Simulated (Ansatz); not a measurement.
Electronic density of states of amorphous Ge$_{28}$Se$_{28}$N$_{3}$, density 4.88 g/cm³, on a 2×2×2 Γ-centred mesh with a Gaussian width of 0.1 eV; energies count from the Fermi level. Cell and mesh are small, so fine structure isn't converged. Computed with PBE-D3(BJ), scalar-relativistic without spin-orbit coupling, PAW (Ansatz default set, large-core Se) (plane waves to 420 eV; Ansatz, a program for electronic structure). Sampling: a 2×2×2 Γ-centred mesh; Fermi-Dirac width 0.05 eV; collinear spin, started from a total moment of 1 μB (the moments died out). The levels at the Fermi energy are partly filled. A closed spacing in one fast-quenched cell at PBE doesn't show the material to be a metal.

Preparation: random packing, a CHGNet melt and quench, and a DFT relaxation. N atoms were pushed apart under 1.9 Å during the dynamics, to hinder bonds among them. The hot cell started wider than the set density and was brought back towards it in steps. It is the lowest in DFT energy of 3 quenches. It is a model cell: composition and starting density were chosen by hand, and all elements were melted together. The geometry includes D3(BJ) dispersion. Its density started from a set value of 4.92 and ended at 4.88 g/cm³. The quench (nominally 120 K/ps over its main leg) was far faster than any real one, so the model tends to hold more defects than a real film. One small periodic cell is one sample of the glass; other quenches scatter about these values. Volume and shape were free in the relaxation.

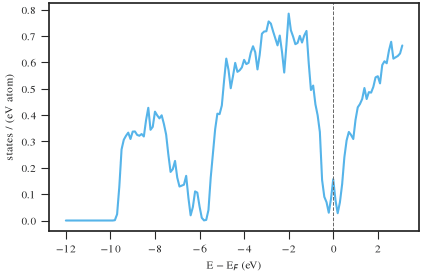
Fig. 1. Density of states per atom
